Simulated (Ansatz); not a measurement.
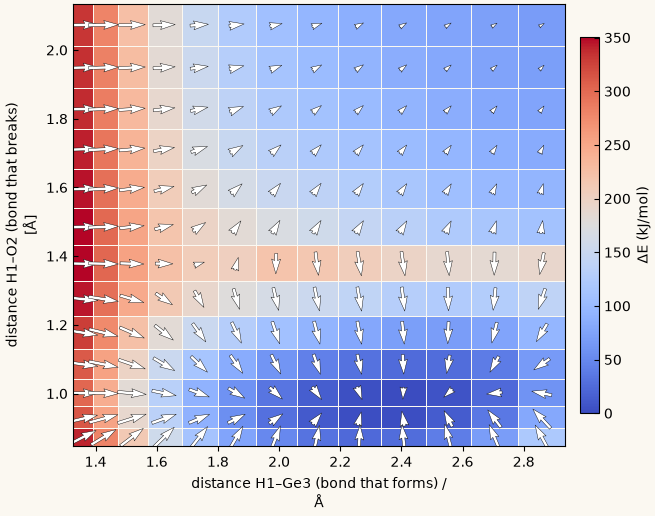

Energy landscape of the reacting system GeH₂O (one molecule; an intramolecular 1,2-shift). The first coordinate is: distance H1–Ge3 (bond that forms); the second: distance H1–O2 (bond that breaks). Relaxed at each point: all other coordinates. Grid: 13 × 13 points. Points are written as (first, second). All energies are given in kJ/mol relative to the lowest grid point. Energies and slopes of some neighbouring points disagree (a jump in structure or state, or too coarse a mesh). The reference is spin-restricted, so regions where a bond is pulled apart into radicals lie too high. Method: Ansatz, RKS CAM-B3LYP-D4/def2-SVP.

Drawn: one coloured cell a grid point, arrows along the force (downhill), their lengths compressed. 

What does the map say about the system?

Answer. The lowest grid point is at (2.406 Å, 1.001 Å). The energy also falls towards the edge at (2.859 Å, 2.073 Å) (68 kJ/mol above the lowest), where a further well may lie outside the range. The highest grid point, (1.359 Å, 1.378 Å), lies 351 kJ/mol above the lowest.

Each point was launched as `ansatz run input.yaml --threads 1 --pin off --max-ram 2560MiB --backend cpu --events-out ev --progress --plain --runs-dir out`. The whole map (169 points run) took 11 min on 1 thread of Arm Neoverse V2, with other jobs on the host.
